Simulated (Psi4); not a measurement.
**BSiH4 (SMILES [BH][SiH3]) at USCAN/cc-pVTZ (density fitting with def2-universal-jkfit, sweep point 3)**

What is the vertical ionisation energy of BSiH4 at USCAN/cc-pVTZ (density fitting with def2-universal-jkfit, sweep point 3)? 

The calculation is run with Psi4 1.11.

4 further runs of the same task are left out: 4 that didn't finish.

**1. The structure to begin with**

The species is BSiH4 (6 atoms), meant as a doublet with charge 0. As SMILES, `[BH][SiH3]`. Geometry: relaxed at GFN2-xTB.

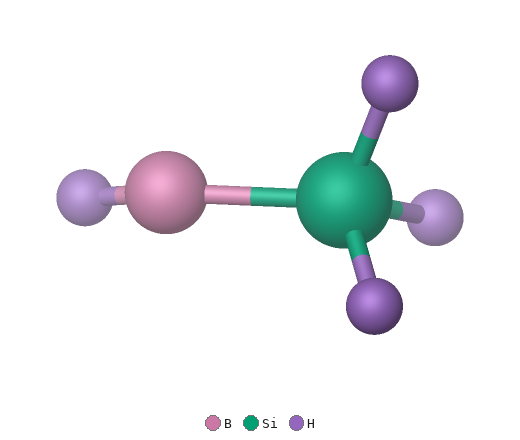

The structure, seen from a chosen angle (boron pink, silicon teal, hydrogen purple).

**2. A single-point energy at USCAN/cc-pVTZ (density fitting with def2-universal-jkfit, sweep point 3)**

Contents of calc.in:

```
memory 1.6 GB

molecule {
  0 2
  B      0.938510    -0.830080     0.651420
  Si    -0.268720     0.378400    -0.198310
  H      1.206890    -1.921260     0.929580
  H     -1.511470    -0.138420    -0.820190
  H      0.392690     1.102720    -1.300860
  H     -0.757900     1.408630     0.738360
  units angstrom
  symmetry c1
}

set {
  basis cc-pVTZ
  reference uks
  puream true
  scf_type df
  dft_radial_points 99
  dft_spherical_points 590
  df_basis_scf def2-universal-jkfit
  maxiter 150
}

e_tot, wfn = energy('scan', return_wfn=True)
print_variables()
```

The run is started by

```bash
psi4 -i calc.in -o calc.out -n 1
```

calc.out:

```text
[...]
  Running in c1 symmetry.
[...]
  Nuclear repulsion =   43.128188468135626
[...]
  Multiplicity = 2
[...]
  Nalpha       = 12
  Nbeta        = 11
[...]
    Number of basis functions: 120
[...]
   @DF-UKS iter   1:  -316.55625013647159   -3.89255e-01   3.13219e-03 DIIS/ADIIS
[...]
   @DF-UKS iter   8:  -316.64226642416605   -4.13444e-08   5.92198e-07 DIIS
[...]
   @S^2 Observed:                7.560691668E-01
[...]
    Orbital Energies [Eh]
    ---------------------
    Alpha Occupied:
       1A    -65.839281     2A     -6.677877     3A     -5.194692
       4A     -3.537417     5A     -3.537120     6A     -3.536265
       7A     -0.535721     8A     -0.448694     9A     -0.331767
      10A     -0.329223    11A     -0.314828    12A     -0.188008
    Alpha Virtual:
      13A     -0.133558    14A      0.037259    15A      0.045978
      16A      0.053287    17A      0.066340    18A      0.139615
      19A      0.148740    20A      0.177331    21A      0.179072
      22A      0.212395    23A      0.223313    24A      0.229172
      25A      0.235923    26A      0.255155    27A      0.304609
[...]
  @DF-UKS Final Energy:  -316.64226642416605
   => Energetics <=
    Nuclear Repulsion Energy =             43.1281884681356260
    One-Electron Energy =                -521.9313699032936711
    Two-Electron Energy =                 188.5852871013309198
    DFT Exchange-Correlation Energy =     -26.4243720903389843
    Empirical Dispersion Energy =           0.0000000000000000
    VV10 Nonlocal Energy =                  0.0000000000000000
    Total Energy =                       -316.6422664241660527
[...]
 Multipole Moments:
 ------------------------------------------------------------------------------------
     Multipole            Electronic (a.u.)      Nuclear  (a.u.)        Total (a.u.)
 ------------------------------------------------------------------------------------
 L = 1.  Multiply by 2.5417464519 to convert [e a0] to [Debye]
 Dipole X            :          1.7196085           -1.6689275            0.0506810
 Dipole Y            :         -1.2935940            1.0986190           -0.1949750
 Dipole Z            :          1.1773320           -1.1267739            0.0505580
 Magnitude           :                                                    0.2077015
[...]
```

It took 71 s on 1 thread of AMD EPYC 7R43 (Zen 3), shared host; peak memory 1.2 GiB.

**3. The singlet cation at the same level**

Contents of bh4si.in:

```
memory 1.6 GB

molecule {
  1 1
  B      0.938510    -0.830080     0.651420
  Si    -0.268720     0.378400    -0.198310
  H      1.206890    -1.921260     0.929580
  H     -1.511470    -0.138420    -0.820190
  H      0.392690     1.102720    -1.300860
  H     -0.757900     1.408630     0.738360
  symmetry c1
}

set globals {
  basis cc-pVTZ
  puream true
  scf_type df
  dft_radial_points 99
  dft_spherical_points 590
  df_basis_scf def2-universal-jkfit
}

energy("scan")
```

The run is started by

```bash
psi4 -i bh4si.in -o bh4si.out -n 1
```

bh4si.out:

```text
[...]
  Running in c1 symmetry.
[...]
  Nuclear repulsion =   43.128188468135626
[...]
  Multiplicity = 1
[...]
  Nalpha       = 11
  Nbeta        = 11
[...]
    Number of basis functions: 120
[...]
   @DF-RKS iter   1:  -316.28522045747371   -1.18226e-01   2.53893e-03 ADIIS/DIIS
[...]
   @DF-RKS iter   8:  -316.33471902237227   -3.12179e-07   4.88294e-07 DIIS
[...]
    Orbital Energies [Eh]
    ---------------------
    Doubly Occupied:
       1A    -66.073013     2A     -7.022109     3A     -5.429994
       4A     -3.773255     5A     -3.771663     6A     -3.771478
       7A     -0.784182     8A     -0.701920     9A     -0.585586
      10A     -0.544665    11A     -0.539378
[...]
  @DF-RKS Final Energy:  -316.33471902237227
   => Energetics <=
    Nuclear Repulsion Energy =             43.1281884681356260
    One-Electron Energy =                -516.2124650216642294
    Two-Electron Energy =                 182.8687560813071400
    DFT Exchange-Correlation Energy =     -26.1191985501508270
    Empirical Dispersion Energy =           0.0000000000000000
    VV10 Nonlocal Energy =                  0.0000000000000000
    Total Energy =                       -316.3347190223722691
[...]
 Multipole Moments:
 ------------------------------------------------------------------------------------
     Multipole            Electronic (a.u.)      Nuclear  (a.u.)        Total (a.u.)
 ------------------------------------------------------------------------------------
 L = 1.  Multiply by 2.5417464519 to convert [e a0] to [Debye]
 Dipole X            :          2.5036561           -1.6689275            0.8347286
 Dipole Y            :         -1.9428809            1.0986190           -0.8442619
 Dipole Z            :          1.7172669           -1.1267739            0.5904929
 Magnitude           :                                                    1.3259834
[...]
```

Run time: 45 s. Hardware: 1 thread of AMD EPYC 7R43 (Zen 3), shared host; peak memory 1.2 GiB.

**4. Summary of results**

At USCAN/cc-pVTZ (density fitting with def2-universal-jkfit, sweep point 3):

| quantity | value |
| --- | --- |
| doublet BSiH4: total energy | -316.64227 Eh |
| doublet BSiH4: dipole moment | 0.53 D |
| doublet BSiH4: HOMO energy (highest over α and β) | -5.12 eV |
| doublet BSiH4: LUMO energy (lowest over α and β) | -3.63 eV |
| doublet BSiH4: ⟨S²⟩ | 0.756 |
| singlet cation: total energy | -316.33472 Eh |
| singlet cation: HOMO energy | -14.68 eV |
| singlet cation: LUMO energy | -11.18 eV |
| singlet cation: HOMO–LUMO gap | 3.50 eV |
| vertical ionisation energy (to the singlet cation) | 8.369 eV |

**Reading.** The vertical ionisation energy comes to 8.37 eV (193 kcal/mol). Only the singlet of the ionised species was computed; a triplet could lie lower.
